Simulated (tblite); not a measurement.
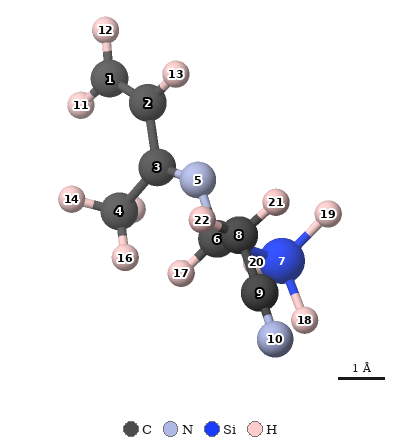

*The input geometry (ball-and-stick view, seen at an oblique angle; atoms are numbered from 1 in the order of the input).*

**Frequency calculation of C₇H₁₂N₂Si**

- system: C₇H₁₂N₂Si
- method: GFN2-xTB harmonic vibrations, gas phase (tblite 0.8.0)

It belongs to a series of runs on one base structure; here: H on C replaced by CH2CN.

### The program's output
```
mode    cm-1     km/mol
  1      39.0      2.70
  2      47.6      1.17
  3      62.5      3.22
  4      92.0      3.47
  5     103.6      0.48
  6     120.4      3.41
  7     140.2      0.13
  8     183.6      5.53
  9     219.3      3.75
 10     308.3      6.88
 11     314.3      1.29
 12     340.7      4.95
 13     381.5      3.49
 14     440.4      0.66
 15     456.8      9.65
 16     520.7     14.74
 17     537.9     21.23
 18     559.4     47.57
 19     597.7     16.74
 20     656.9      5.24
 21     686.5     22.01
 22     758.1    183.77
 23     770.7    176.95
 24     781.8    382.28
 25     827.3      3.06
 26     895.7     11.01
 27     910.6      3.22
 28     964.5      4.15
 29     995.5      5.76
 30     999.9      9.82
 31    1015.3     13.85
 32    1034.5     13.64
 33    1065.3     50.00
 34    1079.4     11.46
 35    1104.9     61.54
 36    1189.4      9.21
 37    1253.8      8.91
 38    1255.4     23.67
 39    1278.0      7.66
 40    1313.8     22.65
 41    1382.1     25.66
 42    1412.3      0.69
 43    1434.8     11.23
 44    1474.4      3.37
 45    1484.9      2.86
 46    1661.8     19.11
 47    1685.4     38.82
 48    2280.5    234.03
 49    2294.6    239.67
 50    2309.4    273.94
 51    2407.9    253.74
 52    2818.7     76.80
 53    2936.0     13.50
 54    2972.2      9.97
 55    3013.3     17.76
 56    3026.5     17.22
 57    3050.5     19.99
 58    3075.9     17.89
 59    3109.8     12.30
 60    3132.5     41.97
```

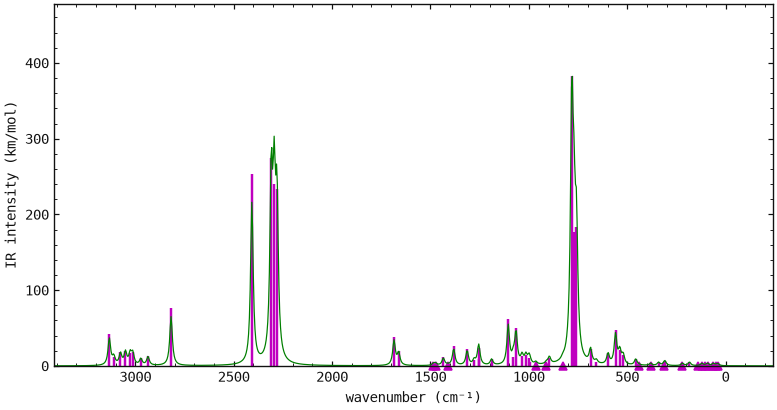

*Harmonic infrared spectrum, unscaled: sticks (degenerate modes added up, dark ones marked on the axis) with a Lorentzian envelope of 16 cm⁻¹ full width, scaled to the tallest stick.*

60 modes from 39 to 3132 cm⁻¹, none imaginary. The strongest line is at 782 cm⁻¹ (382 km/mol).

This output came from the following input.

### Input file
```
{"job": {"kind": "ir", "xc": "GFN2-xTB", "basis": "xTB"}, "charge": 0, "multiplicity": 1}
C      3.581819    -0.529007     0.592070
C      2.408960     0.067459     0.769808
C      1.206154    -0.143606    -0.030624
C      1.292828    -1.091067    -1.197793
N      0.184437     0.506142     0.356496
C     -1.108794     0.445271    -0.219966
Si    -2.061255    -0.971491     0.679273
C     -1.778327     1.810948     0.024538
C     -3.102596     1.863217    -0.525880
N     -4.149919     1.894623    -0.984961
H      3.759952    -1.247682    -0.189453
H      4.418323    -0.317666     1.236114
H      2.274635     0.777797     1.573842
H      2.147751    -0.834719    -1.820273
H      1.427756    -2.107324    -0.830788
H      0.393982    -1.063803    -1.807702
H     -1.108869     0.250332    -1.304317
H     -3.421634    -1.013619     0.151941
H     -2.033105    -0.672504     2.109184
H     -1.342529    -2.214486     0.400261
H     -1.820955     2.009591     1.098137
H     -1.179027     2.600980    -0.441101
```

The first line tells a small driver script what to run in tblite; the rest is the geometry in Å.

Launched with:
```bash
OMP_NUM_THREADS=1 python <driver script> task.json out
```

### Key numbers

```json
{"quantity": "outcome", "value": "converged"}
{"quantity": "total energy", "value": "−778.1196 eV"}
{"quantity": "zero-point energy", "value": "104.7410 kcal/mol"}
{"quantity": "hardware", "value": "1 CPU thread, shared host"}
{"quantity": "wall time", "value": "0.94 s"}
{"quantity": "peak memory", "value": "0.18 GiB"}
```
